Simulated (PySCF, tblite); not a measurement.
# C₇H₄FN: changes of charge, part 2 of 2

tblite 0.8.0 and PySCF 2.14.0. Atoms count from 0. The steps go on from the part before.

### Step 9. Vibrational analysis with GFN2-xTB

The job: settings as JSON, then the geometry in Å.

```
{"job": {"kind": "ir", "xc": "GFN2-xTB", "basis": "xTB"}, "charge": 1, "multiplicity": 2}
N      3.527673     0.576836    -0.527673
C      2.408410     0.371189    -0.427206
C      1.042688     0.121822    -0.154394
C      0.544728    -1.171827    -0.102245
C     -0.826918    -1.365397     0.049551
C     -1.687652    -0.270083     0.243731
C     -1.215223     1.022280     0.196878
C      0.155947     1.228237     0.026640
F      0.642657     2.440135     0.053923
H      1.205623    -2.014838    -0.246669
H     -1.229061    -2.367882    -0.007921
H     -2.730811    -0.452857     0.470692
H     -1.854456     1.880567     0.353691
```

The log of the run:

```text
mode    cm-1     km/mol
  1     102.8      0.11
  2     128.5      1.96
  3     196.0      2.68
  4     299.8     11.16
  5     342.4     36.04
  6     344.4      2.75
  7     385.1      6.73
  8     443.1      3.63
  9     523.6      3.09
 10     535.8      3.83
 11     642.9      4.75
 12     689.2     58.15
 13     729.3     17.85
 14     793.5      8.44
 15     808.5     22.76
 16     888.8     22.98
 17     895.4     16.89
 18    1029.3      2.44
 19    1088.1     15.04
 20    1134.8      3.14
 21    1156.6     12.03
 22    1205.8     11.33
 23    1249.9     19.67
 24    1305.2     13.85
 25    1339.2      9.78
 26    1397.1    171.09
 27    1420.6     27.42
 28    1509.2     25.70
 29    2345.6     61.61
 30    3049.3     84.56
 31    3071.6     40.64
 32    3080.0     72.89
 33    3088.2     38.85
ZPE 222.622  H(298)-E 245.482  G(298)-E 136.396 kJ/mol  S 365.87 J/(mol K)
```

It took 0.48 s on 1 thread of Arm Neoverse V1, shared host.

Which atoms move in the most intense modes:

| cm⁻¹ | km/mol | atoms |
| --- | --- | --- |
| 342 | 36.0 | C5 23 %, H11 15 %, H10 14 %, C6 10 % |
| 689 | 58.1 | H11 23 %, H10 22 %, C7 12 % |
| 1397 | 171.1 | C7 42 %, C5 14 %, C6 11 % |
| 2346 | 61.6 | C1 59 %, N0 40 % |
| 3049 | 84.6 | H11 89 % |
| 3072 | 40.6 | H10 68 %, H9 15 % |
| 3080 | 72.9 | H12 83 % |
| 3088 | 38.9 | H9 75 %, H10 16 % |

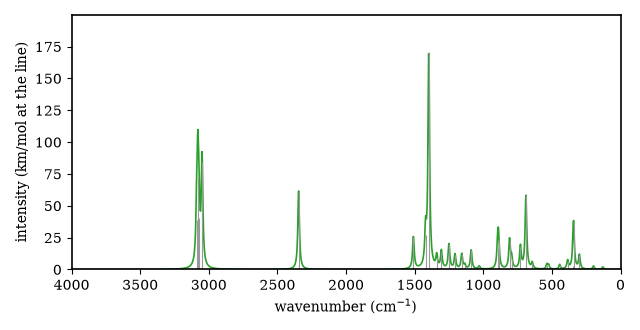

The infrared spectrum from these modes, unscaled. Lines are broadened to a width of 14 cm⁻¹ (Lorentzian).

### Step 10. Optimising the geometry at PBE0-D3(BJ)/def2-SVP

This step treats C7H4FN+ (doublet), labelled `N#C[C]1C=CC=CC1=[F+]` (the label fixes atoms and charge, not where charge and spin sit).

Settings changed since step 9:

```diff
@@ -1,2 +1,2 @@
-{"job": {"kind": "ir", "xc": "GFN2-xTB", "basis": "xTB"}, "charge": 1, "multiplicity": 2}
+{"job": {"xc": "PBE0", "basis": "def2-SVP", "d3": "d3bj", "grid": 1, "kind": "geom"}, "charge": 1, "multiplicity": 2}
 N      3.527673     0.576836    -0.527673
```

The log of the run:

```text
step   0  E = -422.59530365  max force = 0.052721
step   1  E = -422.59880365  max force = 0.014857
step   2  E = -422.59937366  max force = 0.010624
step   3  E = -422.59986484  max force = 0.007623
step   4  E = -422.60002801  max force = 0.005027
step   5  E = -422.60015605  max force = 0.000786
step   6  E = -422.60016333  max force = 0.001031
step   7  E = -422.60017077  max force = 0.000765
step   8  E = -422.60017449  max force = 0.000237
optimisation converged
```

Run time: 2.4 min. Hardware: 1 thread of Arm Neoverse V1, shared host.

Relaxation path:

| step | energy from step 0 (eV) | largest force component (eV/Å) |
| --- | --- | --- |
| 0 | 0.0000 | 2.7110 |
| 1 | -0.0952 | 0.7640 |
| 2 | -0.1108 | 0.5463 |
| 3 | -0.1241 | 0.3920 |
| 4 | -0.1286 | 0.2585 |
| 5 | -0.1320 | 0.0404 |
| 6 | -0.1322 | 0.0530 |
| 7 | -0.1324 | 0.0393 |
| 8 | -0.1325 | 0.0122 |

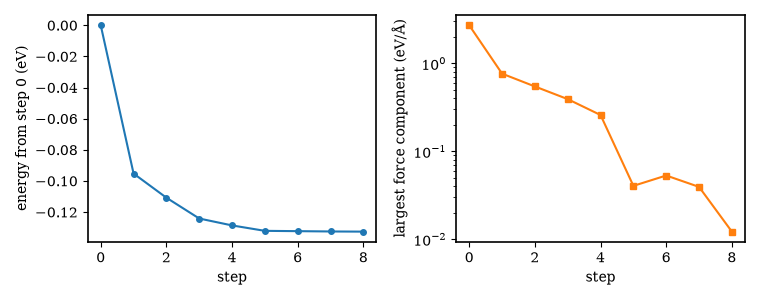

Energy and force, step by step.

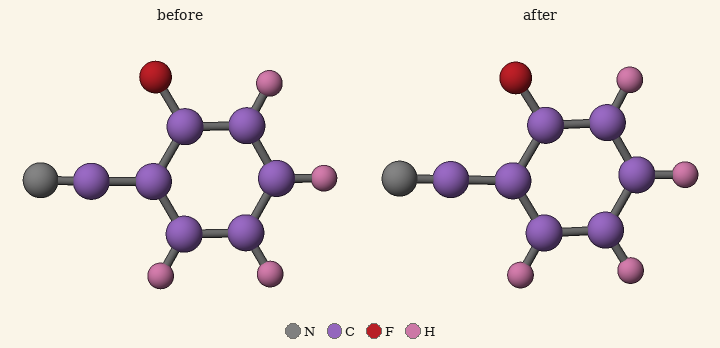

The geometry before (left) and after (right).

Close pairs (by a distance rule), those that changed most:

| bond | before (Å) | after (Å) | change (Å) |
| --- | --- | --- | --- |
| C4–C5 | 1.407 | 1.436 | +0.030 |
| C2–C7 | 1.429 | 1.457 | +0.027 |
| C7–F8 | 1.306 | 1.283 | -0.024 |
| N0–C1 | 1.142 | 1.164 | +0.022 |
| C4–H10 | 1.082 | 1.093 | +0.012 |
| C3–H9 | 1.081 | 1.092 | +0.011 |
| C6–H12 | 1.082 | 1.092 | +0.011 |
| C5–H11 | 1.083 | 1.093 | +0.010 |

The end geometry stands in the next job.

| at the end point | value |
| --- | --- |
| point group (found at 0.08 Å tolerance) | Cs |
| rotational constants (GHz, main isotopes) | 2.969, 1.512, 1.002 |
| ⟨S²⟩ | 0.775 |

### Step 11. Harmonic vibrations (C7H4FN+ (doublet), N#C[C]1C=CC=CC1=[F+]): PBE0-D3(BJ)/def2-SVP

The job: settings as JSON, then the geometry in Å.

```
{"job": {"xc": "PBE0", "basis": "def2-SVP", "d3": "d3bj", "grid": 2, "kind": "hessian"}, "charge": 1, "multiplicity": 2}
N      3.547336     0.584499    -0.626255
C      2.421551     0.365374    -0.425359
C      1.057709     0.097923    -0.182673
C      0.551484    -1.196536    -0.066541
C     -0.810948    -1.366369     0.166296
C     -1.697154    -0.242298     0.283778
C     -1.229412     1.047062     0.176346
C      0.141032     1.222272    -0.050697
F      0.634484     2.402051    -0.149229
H      1.221067    -2.053597    -0.158814
H     -1.221528    -2.375079     0.262173
H     -2.760332    -0.423243     0.463375
H     -1.874594     1.924155     0.262274
```

The log of the run:

```text
coarse grid: 12232 points
cycle   1  E = -422.4211259413  dE =  1.901e+00  |g| = 4.848e-01  |ddm| = 3.291e+00
cycle   2  E = -421.3448212375  dE =  1.076e+00  |g| = 1.394e+00  |ddm| = 1.682e+00
cycle   3  E = -422.4828563344  dE = -1.138e+00  |g| = 3.356e-01  |ddm| = 1.481e+00
cycle   4  E = -422.5380772002  dE = -5.522e-02  |g| = 7.307e-02  |ddm| = 3.037e-01
cycle   5  E = -422.5408829893  dE = -2.806e-03  |g| = 4.906e-02  |ddm| = 1.419e-01
cycle   6  E = -422.5421832776  dE = -1.300e-03  |g| = 1.529e-02  |ddm| = 6.849e-02
cycle   7  E = -422.5423755604  dE = -1.923e-04  |g| = 1.028e-02  |ddm| = 3.116e-02
cycle   8  E = -422.5424934719  dE = -1.179e-04  |g| = 5.042e-03  |ddm| = 2.055e-02
cycle   9  E = -422.5425563187  dE = -6.285e-05  |g| = 3.067e-03  |ddm| = 1.600e-02
cycle  10  E = -422.5425999220  dE = -4.360e-05  |g| = 2.780e-03  |ddm| = 1.556e-02
cycle  11  E = -422.5426309330  dE = -3.101e-05  |g| = 1.369e-03  |ddm| = 1.583e-02
cycle  12  E = -422.5426441313  dE = -1.320e-05  |g| = 7.021e-04  |ddm| = 1.373e-02
cycle  13  E = -422.5426460963  dE = -1.965e-06  |g| = 3.573e-04  |ddm| = 6.007e-03
final grid: 122544 points
cycle  14  E = -422.6001880905  dE = -2.464e-05  |g| = 3.925e-03  |ddm| = 2.719e-02
cycle  15  E = -422.6001833554  dE =  4.735e-06  |g| = 5.414e-03  |ddm| = 1.027e-02
cycle  16  E = -422.6001952367  dE = -1.188e-05  |g| = 1.420e-03  |ddm| = 6.131e-03
cycle  17  E = -422.6001960917  dE = -8.551e-07  |g| = 5.124e-04  |ddm| = 1.555e-03
cycle  18  E = -422.6001962236  dE = -1.319e-07  |g| = 1.260e-04  |ddm| = 5.398e-04
cycle  19  E = -422.6001962566  dE = -3.298e-08  |g| = 8.544e-05  |ddm| = 3.355e-04
cycle  20  E = -422.6001962808  dE = -2.422e-08  |g| = 6.857e-05  |ddm| = 3.237e-04
cycle  21  E = -422.6001963027  dE = -2.188e-08  |g| = 3.824e-05  |ddm| = 4.124e-04
cycle  22  E = -422.6001963110  dE = -8.278e-09  |g| = 2.265e-05  |ddm| = 2.724e-04
cycle  23  E = -422.6001963138  dE = -2.821e-09  |g| = 1.149e-05  |ddm| = 1.809e-04
cycle  24  E = -422.6001963146  dE = -7.544e-10  |g| = 7.063e-06  |ddm| = 1.143e-04
cycle  25  E = -422.6001963146  dE = -5.366e-11  |g| = 3.658e-06  |ddm| = 1.561e-05
converged SCF energy = -422.6001963146

mode    cm-1
  1     106.8
  2     143.1
  3     210.8
  4     346.7
  5     348.7
  6     424.0
  7     432.0
  8     508.8
  9     556.6
 10     599.6
 11     718.5
 12     738.7
 13     793.0
 14     842.8
 15     888.6
 16     999.8
 17    1005.8
 18    1028.2
 19    1115.7
 20    1172.9
 21    1181.8
 22    1297.6
 23    1365.2
 24    1436.3
 25    1461.7
 26    1525.3
 27    1534.1
 28    1625.3
 29    2304.6
 30    3232.1
 31    3238.9
 32    3248.0
 33    3251.1
ZPE 237.358  H(298)-E 258.814  G(298)-E 152.138 kJ/mol  S 357.79 J/(mol K)
```

Wall time 17 min (1 thread of Arm Neoverse V1, shared host); peak memory 2.4 GiB.

Zero-point energy 237.36 kJ/mol (xTB gave 222.62).

### Step 12. Single point (C₇H₄FN): wB97X-D3(BJ)/ma-def2-TZVP

Geometry: PBE0-D3(BJ)/def2-SVP, that of another charge or spin state.

Settings changed since step 11:

```diff
@@ -1,2 +1,2 @@
-{"job": {"xc": "PBE0", "basis": "def2-SVP", "d3": "d3bj", "grid": 2, "kind": "hessian"}, "charge": 1, "multiplicity": 2}
+{"job": {"kind": "sp", "xc": "wB97X", "basis": "ma-def2-TZVP", "d3": "d3bj", "grid": 2}, "charge": 0, "multiplicity": 1}
 N      3.547336     0.584499    -0.626255
```

The log of the run:

```text
coarse grid: 12232 points
cycle   1  E = -423.9180492368  dE =  2.001e+00  |g| = 7.199e-01  |ddm| = 4.165e+00
cycle   2  E = -423.8474289578  dE =  7.062e-02  |g| = 1.002e+00  |ddm| = 1.578e+00
cycle   3  E = -424.0387493559  dE = -1.913e-01  |g| = 9.927e-02  |ddm| = 7.775e-01
cycle   4  E = -424.0401810245  dE = -1.432e-03  |g| = 6.692e-02  |ddm| = 1.862e-01
cycle   5  E = -424.0410583783  dE = -8.774e-04  |g| = 1.104e-02  |ddm| = 7.707e-02
cycle   6  E = -424.0410859366  dE = -2.756e-05  |g| = 3.612e-03  |ddm| = 1.994e-02
cycle   7  E = -424.0410892582  dE = -3.322e-06  |g| = 8.943e-04  |ddm| = 7.174e-03
final grid: 122544 points
cycle   8  E = -424.0184896053  dE = -5.932e-05  |g| = 5.386e-03  |ddm| = 1.585e-01
cycle   9  E = -424.0184903847  dE = -7.794e-07  |g| = 5.135e-03  |ddm| = 1.251e-02
cycle  10  E = -424.0184936806  dE = -3.296e-06  |g| = 4.609e-04  |ddm| = 3.214e-03
cycle  11  E = -424.0184937263  dE = -4.569e-08  |g| = 1.985e-04  |ddm| = 1.076e-03
cycle  12  E = -424.0184937381  dE = -1.186e-08  |g| = 4.204e-05  |ddm| = 3.287e-04
cycle  13  E = -424.0184937394  dE = -1.283e-09  |g| = 2.273e-05  |ddm| = 1.434e-04
converged SCF energy = -424.0184937394
```

Wall time 34 s (1 thread of Arm Neoverse V1, shared host); peak memory 1.4 GiB.

### Step 13. Single point (C7H4FN+ (doublet), N#C[C]1C=CC=CC1=[F+]): wB97X-D3(BJ)/ma-def2-TZVP

Geometry: PBE0-D3(BJ)/def2-SVP.

Settings changed since step 12:

```diff
@@ -1,2 +1,2 @@
-{"job": {"kind": "sp", "xc": "wB97X", "basis": "ma-def2-TZVP", "d3": "d3bj", "grid": 2}, "charge": 0, "multiplicity": 1}
+{"job": {"kind": "sp", "xc": "wB97X", "basis": "ma-def2-TZVP", "d3": "d3bj", "grid": 2}, "charge": 1, "multiplicity": 2}
 N      3.547336     0.584499    -0.626255
```

The log of the run:

```text
final grid: 122544 points
cycle   1  E = -423.6570190552  dE = -1.900e-02  |g| = 1.625e-01  |ddm| = 4.811e-01
cycle   2  E = -423.6575965239  dE = -5.775e-04  |g| = 1.699e-01  |ddm| = 3.280e-01
cycle   3  E = -423.6697485081  dE = -1.215e-02  |g| = 4.317e-02  |ddm| = 1.434e-01
cycle   4  E = -423.6705641345  dE = -8.156e-04  |g| = 9.885e-03  |ddm| = 3.670e-02
cycle   5  E = -423.6707556612  dE = -1.915e-04  |g| = 6.373e-03  |ddm| = 2.140e-02
cycle   6  E = -423.6708509176  dE = -9.526e-05  |g| = 3.064e-03  |ddm| = 1.598e-02
cycle   7  E = -423.6708696739  dE = -1.876e-05  |g| = 1.456e-03  |ddm| = 6.773e-03
cycle   8  E = -423.6708770367  dE = -7.363e-06  |g| = 8.559e-04  |ddm| = 5.084e-03
cycle   9  E = -423.6708804556  dE = -3.419e-06  |g| = 5.561e-04  |ddm| = 2.854e-03
cycle  10  E = -423.6708821839  dE = -1.728e-06  |g| = 3.278e-04  |ddm| = 2.315e-03
cycle  11  E = -423.6708829579  dE = -7.740e-07  |g| = 1.770e-04  |ddm| = 2.041e-03
cycle  12  E = -423.6708830977  dE = -1.398e-07  |g| = 1.218e-04  |ddm| = 5.624e-04
cycle  13  E = -423.6708831677  dE = -6.996e-08  |g| = 1.060e-04  |ddm| = 3.173e-04
cycle  14  E = -423.6708832326  dE = -6.487e-08  |g| = 8.492e-05  |ddm| = 3.377e-04
cycle  15  E = -423.6708833001  dE = -6.755e-08  |g| = 6.273e-05  |ddm| = 4.358e-04
cycle  16  E = -423.6708833466  dE = -4.648e-08  |g| = 5.072e-05  |ddm| = 3.955e-04
cycle  17  E = -423.6708833832  dE = -3.663e-08  |g| = 3.666e-05  |ddm| = 4.535e-04
cycle  18  E = -423.6708834026  dE = -1.942e-08  |g| = 2.219e-05  |ddm| = 3.974e-04
cycle  19  E = -423.6708834077  dE = -5.083e-09  |g| = 1.406e-05  |ddm| = 1.974e-04
converged SCF energy = -423.6708834077
```

It took 1.8 min on 1 thread of Arm Neoverse V1, shared host; peak memory 1.7 GiB.

### Step 14. Single point (C₇H₄FN): wB97X-D3(BJ)/ma-def2-TZVP in acetonitrile

Geometry: PBE0-D3(BJ)/def2-SVP.

The job: settings as JSON, then the geometry in Å.

```
{"job": {"kind": "sp", "xc": "wB97X", "basis": "ma-def2-TZVP", "d3": "d3bj", "grid": 2, "solvent": "acetonitrile"}, "charge": 0, "multiplicity": 1}
N      3.564055     0.560416    -0.535608
C      2.430891     0.388219    -0.363847
C      1.038144     0.147043    -0.156685
C      0.523067    -1.158950    -0.138956
C     -0.834563    -1.374418     0.061875
C     -1.692604    -0.288477     0.245246
C     -1.200459     1.013870     0.231165
C      0.156895     1.220212     0.032237
F      0.634907     2.453725     0.022132
H      1.208001    -1.995848    -0.284637
H     -1.226493    -2.392858     0.076323
H     -2.760324    -0.455546     0.402910
H     -1.849137     1.879820     0.372300
```

The log of the run:

```text
final grid: 122544 points
cycle   1  E = -424.0371378361  dE = -1.471e-03  |g| = 4.714e-02  |ddm| = 3.913e-01
cycle   2  E = -424.0370337019  dE =  1.041e-04  |g| = 5.716e-02  |ddm| = 1.749e-01
cycle   3  E = -424.0376880625  dE = -6.544e-04  |g| = 6.984e-03  |ddm| = 3.761e-02
cycle   4  E = -424.0377127964  dE = -2.473e-05  |g| = 3.380e-03  |ddm| = 4.789e-02
cycle   5  E = -424.0377172686  dE = -4.472e-06  |g| = 5.403e-04  |ddm| = 1.741e-02
cycle   6  E = -424.0377175564  dE = -2.878e-07  |g| = 2.759e-04  |ddm| = 3.321e-03
cycle   7  E = -424.0377176289  dE = -7.252e-08  |g| = 1.224e-04  |ddm| = 1.373e-03
cycle   8  E = -424.0377176393  dE = -1.034e-08  |g| = 4.217e-05  |ddm| = 4.205e-04
cycle   9  E = -424.0377176407  dE = -1.396e-09  |g| = 1.782e-05  |ddm| = 2.328e-04
converged SCF energy = -424.0377176407
```

Run time: 32 s. Hardware: 1 thread of Arm Neoverse V1, shared host; peak memory 1.7 GiB.

### Step 15. Single point (C₇H₄FN+ (doublet), N#C[C]1C=CC=CC1=[F+]): wB97X-D3(BJ)/ma-def2-TZVP in acetonitrile

Geometry: PBE0-D3(BJ)/def2-SVP.

The job: settings as JSON, then the geometry in Å.

```
{"job": {"kind": "sp", "xc": "wB97X", "basis": "ma-def2-TZVP", "d3": "d3bj", "grid": 2, "solvent": "acetonitrile"}, "charge": 1, "multiplicity": 2}
N      3.547336     0.584499    -0.626255
C      2.421551     0.365374    -0.425359
C      1.057709     0.097923    -0.182673
C      0.551484    -1.196536    -0.066541
C     -0.810948    -1.366369     0.166296
C     -1.697154    -0.242298     0.283778
C     -1.229412     1.047062     0.176346
C      0.141032     1.222272    -0.050697
F      0.634484     2.402051    -0.149229
H      1.221067    -2.053597    -0.158814
H     -1.221528    -2.375079     0.262173
H     -2.760332    -0.423243     0.463375
H     -1.874594     1.924155     0.262274
```

The log of the run:

```text
final grid: 122544 points
cycle   1  E = -423.7649504103  dE = -2.498e-03  |g| = 5.917e-02  |ddm| = 3.685e-01
cycle   2  E = -423.7643524198  dE =  5.980e-04  |g| = 7.557e-02  |ddm| = 1.894e-01
cycle   3  E = -423.7667322614  dE = -2.380e-03  |g| = 8.706e-03  |ddm| = 4.847e-02
cycle   4  E = -423.7669160229  dE = -1.838e-04  |g| = 6.025e-03  |ddm| = 4.884e-02
cycle   5  E = -423.7670229968  dE = -1.070e-04  |g| = 3.609e-03  |ddm| = 2.646e-02
cycle   6  E = -423.7671126348  dE = -8.964e-05  |g| = 3.148e-03  |ddm| = 1.320e-02
cycle   7  E = -423.7672260930  dE = -1.135e-04  |g| = 2.441e-03  |ddm| = 1.846e-02
cycle   8  E = -423.7673078425  dE = -8.175e-05  |g| = 1.784e-03  |ddm| = 1.779e-02
cycle   9  E = -423.7673599830  dE = -5.214e-05  |g| = 1.296e-03  |ddm| = 1.591e-02
cycle  10  E = -423.7673887639  dE = -2.878e-05  |g| = 7.658e-04  |ddm| = 1.451e-02
cycle  11  E = -423.7673978685  dE = -9.105e-06  |g| = 4.255e-04  |ddm| = 8.520e-03
cycle  12  E = -423.7674002447  dE = -2.376e-06  |g| = 2.799e-04  |ddm| = 4.198e-03
cycle  13  E = -423.7674008058  dE = -5.611e-07  |g| = 1.376e-04  |ddm| = 1.936e-03
cycle  14  E = -423.7674009715  dE = -1.656e-07  |g| = 9.476e-05  |ddm| = 1.321e-03
cycle  15  E = -423.7674010048  dE = -3.337e-08  |g| = 6.132e-05  |ddm| = 3.128e-04
cycle  16  E = -423.7674010202  dE = -1.534e-08  |g| = 4.081e-05  |ddm| = 2.729e-04
cycle  17  E = -423.7674010258  dE = -5.621e-09  |g| = 2.744e-05  |ddm| = 1.907e-04
converged SCF energy = -423.7674010258
```

Run time: 87 s. Hardware: 1 thread of Arm Neoverse V1, shared host; peak memory 1.7 GiB.

### Step 16. Changes of charge: wB97X-D3(BJ)/ma-def2-TZVP

This step combines the energies above: geometries from PBE0-D3(BJ)/def2-SVP, zero-point and thermal terms from PBE0-D3(BJ)/def2-SVP.

The job: settings as JSON, then the geometry in Å.

```
{"job": {"kind": "rx", "dirs": [1], "geom": {"xc": "PBE0", "basis": "def2-SVP", "d3": "d3bj", "grid": 1}, "hess": 1, "level": {"xc": "wB97X", "basis": "ma-def2-TZVP", "d3": "d3bj", "solvents": ["acetonitrile"]}}, "charge": 0, "multiplicity": 1}
N      3.564055     0.560416    -0.535608
C      2.430891     0.388219    -0.363847
C      1.038144     0.147043    -0.156685
C      0.523067    -1.158950    -0.138956
C     -0.834563    -1.374418     0.061875
C     -1.692604    -0.288477     0.245246
C     -1.200459     1.013870     0.231165
C      0.156895     1.220212     0.032237
F      0.634907     2.453725     0.022132
H      1.208001    -1.995848    -0.284637
H     -1.226493    -2.392858     0.076323
H     -2.760324    -0.455546     0.402910
H     -1.849137     1.879820     0.372300
```

Output (the driver's rows laid out field by field):

```text
ionisation and electron attachment, wB97X-D3(BJ)/ma-def2-TZVP // PBE0-D3(BJ)/def2-SVP

row 1
  change                  oxidation
  charge                  1
  multiplicity            2
  vertical_ev             9.8261
  vertical_s2             0.784
  formula                 C7H4FN
  smiles                  N#C[C]1C=CC=CC1=[F+]
  kept                    yes
  pieces                  1
  point_group             Cs
  adiabatic_electronic_ev 9.6824
  adiabatic_ev            9.6345
  free_energy_ev          9.6072
  s2                      0.785
  bonds_moved             2 7 1.401 1.457; 7 8 1.323 1.283; 4 5 1.396 1.436; 1 2 1.429 1.411
  spin_on                 4 C 0.356; 7 C 0.282; 2 C 0.26; 0 N 0.189
  charge_moved            0 N 0.167; 4 C 0.151; 7 C 0.138; 2 C 0.123
  vertical_back_ev        9.459
  relaxation_parent_ev    0.2235
  relaxation_ion_ev       0.1436
  reorganisation_ev       0.3671
  solution                solvent acetonitrile, absolute_potential_v 7.2804, solvation_parent_kj -28.91, solvation_ion_kj -253.41
```

Wall time 36 min (1 thread of Arm Neoverse V1, shared host); peak memory 1.7 GiB.

Energy taken up on oxidation, or given off on reduction (eV; adiabatic with zero-point energy):

| change | product | vertical | adiabatic | free energy | reorganisation | ⟨S²⟩ |
| --- | --- | --- | --- | --- | --- | --- |
| oxidation (multiplicity 2) | N#C[C]1C=CC=CC1=[F+] | 9.83 | 9.63 | 9.61 | 0.37 | 0.79 |

On oxidation to multiplicity 2 charge changes most on N0 (+0.17 e), C4 (+0.15 e), C7 (+0.14 e); the spin sits on C4 (0.36), C7 (0.28), C2 (0.26); the bond C2–C7 goes from 1.401 to 1.457 Å; the absolute potential is 7.28 V in acetonitrile.

### Step 17. Outcome

What follows sums up all 2 parts.

| quantity | value |
| --- | --- |
| strongest single infrared mode (GFN2-xTB) | 2381 cm⁻¹, 184 km/mol |
| zero-point energy (GFN2-xTB) | 55.3 kcal/mol |
| point group | Cs |
| rotational constants (main isotopes) | 2.94, 1.51, 1.00 GHz |
| surface potential, least and greatest | -1.76 V and 1.47 V |
| ionisation energy (wB97X-D3(BJ)/ma-def2-TZVP) | vertical 9.83 eV, adiabatic 9.63 eV |

**Reading.** All 33 modes are real, so the xTB geometry is a minimum. The strongest single mode, at 2381 cm⁻¹, moves mainly C1 and N0. GFN2-xTB is a fitted tight-binding method: band positions and strengths are rough. Its intensities can rank the bands wrongly. Over 5 steps the energy fell by 0.047 eV; of the close pairs, C7–F8 changed most, 1.343 to 1.323 Å (PBE0/def2-SVP). At wB97X-D3(BJ)/ma-def2-TZVP, relaxation with the zero-point term after oxidation moves the energy taken up from 9.83 eV (vertical) to 9.63 eV (adiabatic, with zero-point energy).
